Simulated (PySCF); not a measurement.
Input

```
{"job": {"kind": "epr", "basis": "pcH-1"}, "charge": 0, "multiplicity": 2}
C     -1.112091     0.605134    -0.238509
C     -0.040898     0.022881    -0.013936
C      1.082327    -0.585158     0.222215
O      2.098237    -1.135431     0.438054
H     -2.018952     1.095426    -0.425009
```

Launched as:

```sh
OMP_NUM_THREADS=1 python probes_run.py task.json out
```

Geometry: GFN2-xTB.

Level of theory: UKS B3LYP, pcH-1 on C H O, non-relativistic, mean-field spin-orbit, GIAO (PySCF 2.14.0, density-fitted response routines).

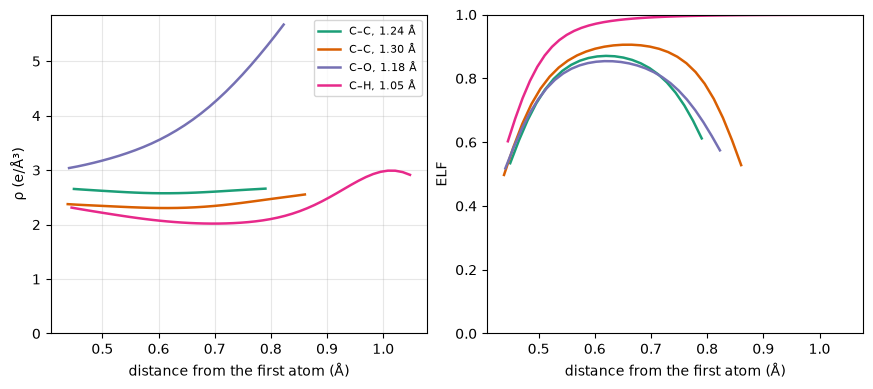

C$_{3}$HO (doublet). Electron density and ELF along straight lines between neighbouring atoms. The curves leave out the atomic cores.

Compare the contacts.

C–C (1.24 Å): the density is about 2.6 e/Å³ at the midpoint; the ELF peaks at about 0.85 between the atoms; a multiple bond.
C–C (1.30 Å): the density is about 2.3 e/Å³ at the midpoint; the ELF peaks at about 0.90 between the atoms (a multiple bond).
C–O (1.18 Å): ρ is about 3.5 e/Å³ halfway; the ELF peaks at about 0.85 between the atoms (a multiple bond).
C–H (1.05 Å): the density is about 2.2 e/Å³ at the midpoint; the ELF climbs to about 1 towards the hydrogen, as it does in any bond to H; an ordinary covalent bond to hydrogen.
